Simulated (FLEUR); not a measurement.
# Magnetic state of MnH2O2 (Pyrochroite) from several starts, part 2 of 2

Aim: find out whether MnH2O2 (Pyrochroite) carries moments, and which collinear order costs least.

FLEUR MaX-R8.1; PBEsol with U = 4 eV on Mn d; all-electron FLAPW, Dirac cores, scalar-relativistic bands.

So far. Step 2 (Run 1 (ferro +)): After 16 cycles the largest moment stands at 4.74 μB.

## 3. Order 2, typed as antiferro q=(0,1/2,1/2) +-

Another pattern of signs weighs the neighbour shells otherwise.

This order needs a doubled cell of 10 atoms. The mesh is halved along the doubled vector, so that both cells sample the same points. The k list default-1 (kpts.xml, not shown) is a Γ-centred 8×4×8 mesh.

Contents of inp.xml:

```
<?xml version="1.0" encoding="UTF-8" standalone="no"?>
<fleurInput fleurInputVersion="0.39">
   <comment>
      MnH2O2
   </comment>
   <calculationSetup>
      <cutoffs Kmax="4.4" Gmax="13.2" GmaxXC="13.2" numbands="0"/>
      <scfLoop itmax="130" minDistance="0.0001" maxIterBroyd="15" imix="Anderson" alpha="0.05" precondParam="0.0" spinf="2.0" sdNocoIR="T"/>
      <coreElectrons ctail="T" frcor="F" kcrel="0" coretail_lmax="0"/>
      <xcFunctional name="PBEs" relativisticCorrections="F"/>
      <magnetism jspins="2"/>
      <soc l_soc="F" theta="0.0" phi="0.0" spav="F"/>
      <expertModes spex="0" secvar="F"/>
      <geometryOptimization l_f="F" forcealpha="1.0" forcemix="BFGS" epsdisp="0.00001" epsforce="0.00001"/>
      <ldaU l_linMix="F" mixParam="0.05" spinf="1.0"/>
   </calculationSetup>
   <cell>
      <bzIntegration valenceElectrons="58.0" mode="hist" fermiSmearingEnergy="0.00183747">
         <kPointListSelection listName="default-1"/>
         <xi:include xmlns:xi="http://www.w3.org/2001/XInclude" href="kpts.xml"> </xi:include>
      </bzIntegration>
      <xi:include xmlns:xi="http://www.w3.org/2001/XInclude" href="sym.xml"> </xi:include>
      <bulkLattice scale="1.0">
         <bravaisMatrix>
            <row-1>    6.1416099049499993     0.0000000000000000     0.0000000000000000</row-1>
            <row-2>   -6.1416099049499993    10.6375803956438340     0.0000000000000000</row-2>
            <row-3>   -3.0708049524749996     5.3187901978219170     8.4659730382080003</row-3>
         </bravaisMatrix>
      </bulkLattice>
   </cell>
   <atomSpecies>
      <species name="Manganese 4.501" element="Mn" atomicNumber="25">
         <mtSphere radius="2.8" gridPoints="925" logIncrement="0.013"/>
         <atomicCutoffs lmax="10" lnonsphr="8"/>
         <electronConfig flipSpins="F">
            <coreConfig>(1s1/2) (2s1/2) (2p1/2) (2p3/2)</coreConfig>
            <valenceConfig>(3s1/2) (3p1/2) (3p3/2) (4s1/2) (3d3/2) (3d5/2)</valenceConfig>
            <stateOccupation state="(3d3/2)" spinUp="1.7505" spinDown="0.2495"/>
            <stateOccupation state="(3d5/2)" spinUp="3.0" spinDown="0.0"/>
         </electronConfig>
         <energyParameters s="4" p="4" d="3" f="4"/>
         <ldaU l="2" U="4.0" J="0.0" l_amf="F"/>
         <lo type="SCLO" l="0" n="3" eDeriv="0"/>
         <lo type="SCLO" l="1" n="3" eDeriv="0"/>
      </species>
      <species name="Manganese -4.501" element="Mn" atomicNumber="25">
         <mtSphere radius="2.8" gridPoints="925" logIncrement="0.013"/>
         <atomicCutoffs lmax="10" lnonsphr="8"/>
         <electronConfig flipSpins="F">
            <coreConfig>(1s1/2) (2s1/2) (2p1/2) (2p3/2)</coreConfig>
            <valenceConfig>(3s1/2) (3p1/2) (3p3/2) (4s1/2) (3d3/2) (3d5/2)</valenceConfig>
            <stateOccupation state="(3d3/2)" spinUp="0.2495" spinDown="1.7505"/>
            <stateOccupation state="(3d5/2)" spinUp="0.0" spinDown="3.0"/>
         </electronConfig>
         <energyParameters s="4" p="4" d="3" f="4"/>
         <ldaU l="2" U="4.0" J="0.0" l_amf="F"/>
         <lo type="SCLO" l="0" n="3" eDeriv="0"/>
         <lo type="SCLO" l="1" n="3" eDeriv="0"/>
      </species>
      <species name="Hydrogen (H)" element="H" atomicNumber="1">
         <mtSphere radius="0.79" gridPoints="263" logIncrement="0.03"/>
         <atomicCutoffs lmax="6" lnonsphr="4"/>
         <electronConfig flipSpins="F">
            <coreConfig></coreConfig>
            <valenceConfig>(1s1/2)</valenceConfig>
            <stateOccupation state="(1s1/2)" spinUp="0.500000" spinDown="0.500000"/>
         </electronConfig>
         <energyParameters s="1" p="2" d="3" f="4"/>
      </species>
      <species name="Oxygen (O)" element="O" atomicNumber="8">
         <mtSphere radius="1.03" gridPoints="341" logIncrement="0.03"/>
         <atomicCutoffs lmax="6" lnonsphr="4"/>
         <electronConfig flipSpins="F">
            <coreConfig>(1s1/2)</coreConfig>
            <valenceConfig>(2s1/2) (2p1/2) (2p3/2)</valenceConfig>
            <stateOccupation state="(2p1/2)" spinUp="0.666667" spinDown="0.666667"/>
            <stateOccupation state="(2p3/2)" spinUp="1.333333" spinDown="1.333333"/>
         </electronConfig>
         <energyParameters s="2" p="2" d="3" f="4"/>
      </species>
   </atomSpecies>
   <atomGroups>
      <atomGroup species="Manganese 4.501">
         <relPos label="                   1">.0000000000 .0000000000 .0000000000</relPos>
         <force calculate="T" relaxXYZ="TTT"/>
      </atomGroup>
      <atomGroup species="Manganese -4.501">
         <relPos label="                   2">.0000000000 1.000/2.000 .0000000000</relPos>
         <force calculate="T" relaxXYZ="TTT"/>
      </atomGroup>
      <atomGroup species="Hydrogen (H)">
         <relPos label="                   3">1.000/3.000 .1103333334 .4460000000</relPos>
         <relPos label="                   5">-1.000/3.000 -.1103333333 -.4460000000</relPos>
         <force calculate="T" relaxXYZ="TTT"/>
      </atomGroup>
      <atomGroup species="Hydrogen (H)">
         <relPos label="                   4">1.000/3.000 -.3896666667 .4460000000</relPos>
         <relPos label="                   6">-1.000/3.000 .3896666666 -.4460000000</relPos>
         <force calculate="T" relaxXYZ="TTT"/>
      </atomGroup>
      <atomGroup species="Oxygen (O)">
         <relPos label="                   7">1.000/3.000 .2203333334 .2260000000</relPos>
         <relPos label="                   9">-1.000/3.000 -.2203333334 -.2260000000</relPos>
         <force calculate="T" relaxXYZ="TTT"/>
      </atomGroup>
      <atomGroup species="Oxygen (O)">
         <relPos label="                   8">1.000/3.000 -.2796666666 .2260000000</relPos>
         <relPos label="                  10">-1.000/3.000 .2796666667 -.2260000000</relPos>
         <force calculate="T" relaxXYZ="TTT"/>
      </atomGroup>
   </atomGroups>
   <output dos="F" band="F" slice="F">
      <bandDOS minEnergy="-.5*Htr" maxEnergy="0.5*Htr" sigma="0.015" storeEVData="T"/>
      <plotting iplot="0" polar="F">
         <plot TwoD="T" vec1="  1.0  0.0  0.0" vec2="  0.0  1.0  0.0" vec3="  0.0  0.0  1.0" zero="  0.0  0.0  0.0" file="plot"/>
      </plotting>
      <moessbauerParams electricFieldGradient="F" isomerShift="F" coreHyperfine="F" valenceHyperfine="F"/>
   </output>
</fleurInput>
```

Contents of crystal.txt:

```
MnH2O2
&input film=F cartesian=F /
3.25000000000  0.00000000000  0.00000000000
-3.25000000000  5.62916512460  0.00000000000
-1.62500000000  2.81458256230  4.48000000000
1.8897261246
1.0 1.0 1.0

10
25 0.00000000000  0.00000000000  0.00000000000 : 4.501
25 0.00000000000  0.50000000000  0.00000000000 : -4.501
1 0.33333333335  0.11033333335  0.44600000000
1 0.33333333335  0.61033333335  0.44600000000
1 0.66666666665  0.88966666665  0.55400000000
1 0.66666666665  0.38966666665  0.55400000000
8 0.33333333340  0.22033333340  0.22600000000
8 0.33333333335  0.72033333335  0.22600000000
8 0.66666666660  0.77966666660  0.77400000000
8 0.66666666665  0.27966666665  0.77400000000

&kpt div1=8 div2=4 div3=8 gamma=T /
```

Started as:

```bash
> OMP_NUM_THREADS=1 inpgen -f crystal.txt > inpgen.log  # inp.xml is then edited as shown
> OMP_NUM_THREADS=1 mpirun -n 4 fleur_MPI > fleur.log
```

The log of the run:

```text
[banner, memory and clock lines left out]
Welcome to FLEUR        (www.flapw.de)
      MaX-Release 8.1          (www.max-centre.eu)

 ========== k-point set info ==========
 Selected k-point list: default-1
 k-point list type: mesh
 8 x 4 x 8
 Number of k points: 132

 ------------Calculation Setup---------------------------
 Number of PE/node        :            4
 Number of OMP-threads    :            1
 k-points in parallel     :            4
 pe's per k-point         :            1
 No of k-point loops      :           33
 Eigenvalue solver        :       lapack
 Number of basis functions:          881
 Approximate size of matrices (H+S) per k-point:         0.012 GB
 no density matrix found ... skipping LDA+U
Nuclear radius smaller than smallest radial mesh point for atom type 3 -- skipping its core isomer shift
Nuclear radius smaller than smallest radial mesh point for atom type 4 -- skipping its core isomer shift
 Reset of history
 Iteration:     1   Distance:      24.77812099 me/bohr^3
Nuclear radius smaller than smallest radial mesh point for atom type 3 -- skipping its core isomer shift
Nuclear radius smaller than smallest radial mesh point for atom type 4 -- skipping its core isomer shift
 Iteration:     2   Distance:      23.15822170 me/bohr^3
Nuclear radius smaller than smallest radial mesh point for atom type 3 -- skipping its core isomer shift
Nuclear radius smaller than smallest radial mesh point for atom type 4 -- skipping its core isomer shift
 Iteration:     3   Distance:      21.46477715 me/bohr^3
Nuclear radius smaller than smallest radial mesh point for atom type 3 -- skipping its core isomer shift
Nuclear radius smaller than smallest radial mesh point for atom type 4 -- skipping its core isomer shift
 Iteration:     4   Distance:      13.41186648 me/bohr^3
Nuclear radius smaller than smallest radial mesh point for atom type 3 -- skipping its core isomer shift
Nuclear radius smaller than smallest radial mesh point for atom type 4 -- skipping its core isomer shift
 Iteration:     5   Distance:       6.96793767 me/bohr^3
Nuclear radius smaller than smallest radial mesh point for atom type 3 -- skipping its core isomer shift
Nuclear radius smaller than smallest radial mesh point for atom type 4 -- skipping its core isomer shift
 Iteration:     6   Distance:       2.04599730 me/bohr^3
Nuclear radius smaller than smallest radial mesh point for atom type 3 -- skipping its core isomer shift
Nuclear radius smaller than smallest radial mesh point for atom type 4 -- skipping its core isomer shift
 Iteration:     7   Distance:       0.84097680 me/bohr^3
Nuclear radius smaller than smallest radial mesh point for atom type 3 -- skipping its core isomer shift
Nuclear radius smaller than smallest radial mesh point for atom type 4 -- skipping its core isomer shift
 Iteration:     8   Distance:       0.68295489 me/bohr^3
Nuclear radius smaller than smallest radial mesh point for atom type 3 -- skipping its core isomer shift
Nuclear radius smaller than smallest radial mesh point for atom type 4 -- skipping its core isomer shift
 Iteration:     9   Distance:       0.06427294 me/bohr^3
Nuclear radius smaller than smallest radial mesh point for atom type 3 -- skipping its core isomer shift
Nuclear radius smaller than smallest radial mesh point for atom type 4 -- skipping its core isomer shift
 Iteration:    10   Distance:       0.05732227 me/bohr^3
Nuclear radius smaller than smallest radial mesh point for atom type 3 -- skipping its core isomer shift
Nuclear radius smaller than smallest radial mesh point for atom type 4 -- skipping its core isomer shift
 Iteration:    11   Distance:       0.01691565 me/bohr^3
Nuclear radius smaller than smallest radial mesh point for atom type 3 -- skipping its core isomer shift
Nuclear radius smaller than smallest radial mesh point for atom type 4 -- skipping its core isomer shift
 Iteration:    12   Distance:       0.01454739 me/bohr^3
Nuclear radius smaller than smallest radial mesh point for atom type 3 -- skipping its core isomer shift
Nuclear radius smaller than smallest radial mesh point for atom type 4 -- skipping its core isomer shift
 Iteration:    13   Distance:       0.00298554 me/bohr^3
Nuclear radius smaller than smallest radial mesh point for atom type 3 -- skipping its core isomer shift
Nuclear radius smaller than smallest radial mesh point for atom type 4 -- skipping its core isomer shift
 Iteration:    14   Distance:       0.00144515 me/bohr^3
Nuclear radius smaller than smallest radial mesh point for atom type 3 -- skipping its core isomer shift
Nuclear radius smaller than smallest radial mesh point for atom type 4 -- skipping its core isomer shift
 Iteration:    15   Distance:       0.00043820 me/bohr^3
Nuclear radius smaller than smallest radial mesh point for atom type 3 -- skipping its core isomer shift
Nuclear radius smaller than smallest radial mesh point for atom type 4 -- skipping its core isomer shift
 Iteration:    16   Distance:       0.00006747 me/bohr^3

 ********************************************************************
 Run finished successfully
 Stop message:
   all done
 ********************************************************************

--- out.xml (last complete iteration) ---
<iteration numberForCurrentRun="   16" overallNumber="   16">
         [... left out ...]
         <bandgap value="1.5489733453" units="eV"/>
         <sumValenceSingleParticleEnergies value="42.5602791319" units="Htr"/>
         <FermiEnergy value="1.4782229914" units="Htr"/>
         <valenceDensity>
            <mtCharges spin="1">
               <mtCharge atomType="1" total="9.8849793" s="1.2409262" p="3.3643325" d="5.0788745" f="0.1194421"/>
               <mtCharge atomType="2" total="5.1746234" s="1.2073104" p="3.3306246" d="0.4328431" f="0.1211328"/>
               <mtCharge atomType="3" total="0.1653003" s="0.1504294" p="0.0126871" d="0.0018694" f="0.0002790"/>
               <mtCharge atomType="4" total="0.1663769" s="0.1512738" p="0.0128957" d="0.0018890" f="0.0002825"/>
               <mtCharge atomType="5" total="1.4011546" s="0.4452881" p="0.9546042" d="0.0010810" f="0.0001540"/>
               <mtCharge atomType="6" total="1.4149194" s="0.4485052" p="0.9649781" d="0.0012452" f="0.0001630"/>
            </mtCharges>
            <mtCharges spin="2">
               <mtCharge atomType="1" total="5.1746234" s="1.2073104" p="3.3306246" d="0.4328431" f="0.1211328"/>
               <mtCharge atomType="2" total="9.8849793" s="1.2409262" p="3.3643325" d="5.0788745" f="0.1194421"/>
               <mtCharge atomType="3" total="0.1663769" s="0.1512738" p="0.0128957" d="0.0018890" f="0.0002825"/>
               <mtCharge atomType="4" total="0.1653003" s="0.1504294" p="0.0126871" d="0.0018694" f="0.0002790"/>
               <mtCharge atomType="5" total="1.4149194" s="0.4485052" p="0.9649781" d="0.0012452" f="0.0001630"/>
               <mtCharge atomType="6" total="1.4011546" s="0.4452881" p="0.9546042" d="0.0010810" f="0.0001540"/>
            </mtCharges>
            <spinDependentCharge spin="1" total="29.0000000" interstitial="7.6448950" mtSpheres="21.3551050"/>
            <spinDependentCharge spin="2" total="29.0000000" interstitial="7.6448950" mtSpheres="21.3551050"/>
            <totalCharge value="58.0000000000"/>
         </valenceDensity>
         [... left out ...]
         <magneticMomentsInMTSpheres units="muBohr">
            <globalMagMoment atomType="1" vec="0.00000   0.00000   4.71036"/>
            <localMagMoment atomType="1" vec="0.00000   0.00000   4.71036"/>
            <globalMagMoment atomType="2" vec="0.00000   0.00000  -4.71036"/>
            <localMagMoment atomType="2" vec="0.00000   0.00000  -4.71036"/>
            <globalMagMoment atomType="3" vec="0.00000   0.00000  -0.00108"/>
            <localMagMoment atomType="3" vec="0.00000   0.00000  -0.00108"/>
            <globalMagMoment atomType="4" vec="0.00000   0.00000   0.00108"/>
            <localMagMoment atomType="4" vec="0.00000   0.00000   0.00108"/>
            <globalMagMoment atomType="5" vec="0.00000   0.00000  -0.01376"/>
            <localMagMoment atomType="5" vec="0.00000   0.00000  -0.01376"/>
            <globalMagMoment atomType="6" vec="0.00000   0.00000   0.01376"/>
            <localMagMoment atomType="6" vec="0.00000   0.00000   0.01376"/>
         </magneticMomentsInMTSpheres>
         [... left out ...]
         <totalEnergy value="    -2616.9433909805" units="Htr">
            <sumOfEigenvalues value="    -1389.8922181739">
               <coreElectrons value="-1432.4524973057"/>
               <valenceElectrons value="42.5602791319"/>
            </sumOfEigenvalues>
            <densityCoulombPotentialIntegral value="-3853.5782924293"/>
            <densityEffectivePotentialIntegral value="-4032.7147168854"/>
            <chargeDenXCDenIntegral value="-137.0460356927"/>
            <FockExchangeEnergyValence value="0.0000000000"/>
            <FockExchangeEnergyCore value="0.0000000000"/>
         [... left out ...]
            <dftUCorrection value="-0.7687019099"/>
            <tkbTimesEntropy value="0.0000000000"/>
            <freeEnergy value="-2616.9433909805"/>
            <extrapolationTo0K value="-2616.9433909805"/>
         </totalEnergy>
         [... left out ...]
         <ldaUDensityMatrixConvergence>
            <distance spin="1" distance="0.000002"/>
            <distance spin="2" distance="0.000002"/>
         </ldaUDensityMatrixConvergence>
         <densityConvergence units="me/bohr^3">
            <chargeDensity spin="1" distance="0.0000455114"/>
            <chargeDensity spin="2" distance="0.0000455113"/>
            <overallChargeDensity distance="0.0000674714"/>
            <spinDensity distance="0.0000610962"/>
         </densityConvergence>
      </iteration>
```

It took 2.7 min on 4 MPI ranks of AMD EPYC 9R45, shared host; peak memory 0.87 GiB; 11 min of CPU time.

Spin moment in the muffin-tin sphere by atom:

| atom | spin moment in the muffin-tin sphere (μB) |
| --- | --- |
| Mn1 | 4.71 |
| Mn2 | -4.71 |
| H3 | 0.00 |
| H4 | 0.00 |
| H5 | 0.00 |
| H6 | 0.00 |
| O7 | -0.01 |
| O8 | 0.01 |
| O9 | -0.01 |
| O10 | 0.01 |

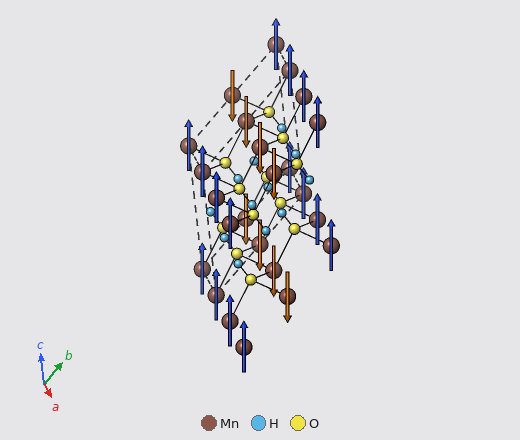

Spin moment in the muffin-tin sphere as arrows, the longest 4.71 μB. Up and down stand for the sign. Arrows give size and sign along the axis of quantisation, drawn up and down the page. The two directions have two colours. Bonds to atoms that aren't drawn are left out. 3×1×1 cells are drawn. Some periodic images of atoms are drawn too.

Read from the output:

| Quantity | Value |
| --- | --- |
| free energy | -71210.6574 eV |
| program's band gap on this mesh (in a metal only a level spacing) | 1.549 eV |
| magnetization | 0 μB |
| final state | antiferromagnetic |

It lies 7.92 meV a seeded atom under the first start, and its largest moment is 4.71 μB against 4.74 μB.

## 4. The states side by side

Free energies are divided by the number of seeded atoms, so that cells of unlike size compare. Wavevectors q in the names are fractions of the primitive cell's reciprocal vectors.

Orders:

| start | final state | typed order kept | energy over the lowest (meV a seeded atom) | largest sphere moment (μB) | net moment (μB a primitive cell) | mesh matched | CPU time (s) |
| --- | --- | --- | --- | --- | --- | --- | --- |
| ferro + | ferromagnetic | yes | 7.917 | 4.739 | 5 | yes | 71.04 |
| antiferro q=(0,1/2,1/2) +- | antiferromagnetic | yes | 0 | 4.71 | 0 | yes | 658.5 |

## 5. Outcome

```
lowest state found       : antiferromagnetic (typed antiferro q=(0,1/2,1/2) +-)
largest site spin moment : 4.71 μB
next finished state      : ferromagnetic, 7.92 meV a seeded atom higher
```

The lowest state found is antiferromagnetic, reached from the start antiferro q=(0,1/2,1/2) +-, with moments up to 4.71 μB. The next finished state costs 7.9 meV a seeded atom. This is the lowest of 2 finished starts, no proof of the ground state.

[Logs and program files are shortened in this print: banners, set-up blocks, solver, clock and traceback lines can be left out without a mark of their own.]

[Logs are printed without paths, hosts, clocks, repeated set-up lines and the standing remarks that a program may print on its own settings, such as how far it seeks lower states.]

[Hosts, paths, dates, database ids (printed as entryN), source tags and the programs' standing remarks are cut or masked in the printed files.]

[Where a cell is said to come from a database of computed structures, the database is the Materials Project.]
